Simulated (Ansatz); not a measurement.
Cost and result by functional for the adsorption energy of NH3 on the 1x1 (110) surface of zinc-blende InP (cut with top plane In + P), one in a 2x1 cell, started at the site 'top In', in Ansatz (plane waves, PAW). Single points on the PBE structure, on one kind of machine; costs are rough ratios of the slab run's core time (references not counted) to the cheapest single point. r2SCAN's cost holds its higher cutoff (500 against 420 eV). Differences are taken against HSE06 for comparison alone: no measured value is at hand, so the table doesn't rank accuracy. HSE06 ran on a coarser k-mesh, which lowers its cost and may carry part of its shift.

Host crystal: zinc-blende InP, with a band gap (PBE, scalar-relativistic without spin-orbit coupling).

Model: 24-atom slab, 8.9 Å thick at the start under the adsorbate (thin: gaps and levels are the slab's own), 3x4x1 mesh, Fermi-Dirac 0.01 eV, dipole correction, 8 atoms held, the rest relaxed; no symmetry held; no spin, no spin-orbit, no U, no dispersion correction. At the end it is bonded to In. In PBE it is, or lies within 0.03 eV of, the lowest of the starts that converged. These notes are the PBE run's. Adsorption energies are against NH3(g). A negative adsorption energy means that the adsorbate is more stable on the surface than in its reference.

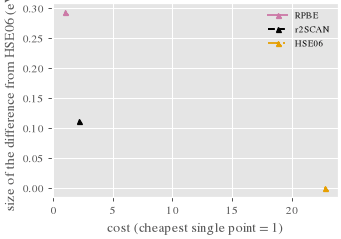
Figure: Difference from HSE06 against cost

| functional | relative cost | adsorption energy (eV) | less HSE06 (eV) |
|---|---|---|---|
| RPBE | 1 | -0.69 | 0.29 |
| r2SCAN | 2 | -1.10 | -0.11 |
| HSE06 | 20 | -0.98 | 0.00 |
| PBE (the relaxed run's value) | – | -0.91 | 0.07 |

The values span 0.41 eV, while the single points' costs differ by a factor of roughly 20. Differences are of unrounded values.

Ansatz is a first-principles code.
